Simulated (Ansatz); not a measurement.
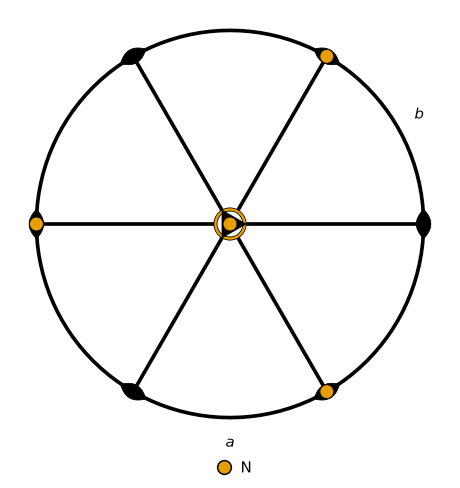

For ZnGeN, the geometry relaxed with DFT PBE, scalar-relativistic, plane waves, PAW (Ansatz 0.2.0); the starting structure was generated, so it need not be a known form of this composition: directions from one germanium atom at (2/3, 1/3, 3/4) to its bonded neighbours, in stereographic projection down c (filled: above the plane of the page or in it, open: below). The drawing is computed from the coordinates (standard cell, symmetry found to 0.002 Å).

Neighbours are counted up to 2.74 Å for N; other elements are left out. The symmetry elements of the site are drawn in: heavy lines are mirror planes (a heavy rim: a mirror in the plane of the page); lens, triangle, square and hexagon are 2-, 3-, 4- and 6-fold axes, a lens in an open square is −4, a triangle in an open hexagon −6; thin dashed diameters join the ends of axes that lie in the page; a small open circle marks inversion.

```yaml
crystal:
  lattice:
    - [4.40260, 0.00000, 0.00000]
    - [-2.20130, 3.81276, 0.00000]
    - [0.00000, 0.00000, 4.76735]
  atoms:
    - { symbol: Zn, position: [0.00000, 0.00000, 0.00000] }
    - { symbol: Zn, position: [0.00000, 0.00000, 0.50000] }
    - { symbol: Ge, position: [0.66667, 0.33333, 0.75000] }
    - { symbol: Ge, position: [0.33333, 0.66667, 0.25000] }
    - { symbol: N, position: [0.33333, 0.66667, 0.75000] }
    - { symbol: N, position: [0.66667, 0.33333, 0.25000] }
```

> How many neighbours are there, and at what angles?

5: 2 N at 2.38 Å, 3 N at 2.54 Å. Angles between bonds: 90° (6×), 120° (3×), 180° (1×).

> What is the site's symmetry in the crystal?

Point group -6m2 (D3h), order 12: one −6 axis, three twofold axes, four mirror planes. In P6_3/mmc (No. 194) this is Wyckoff position 2c.
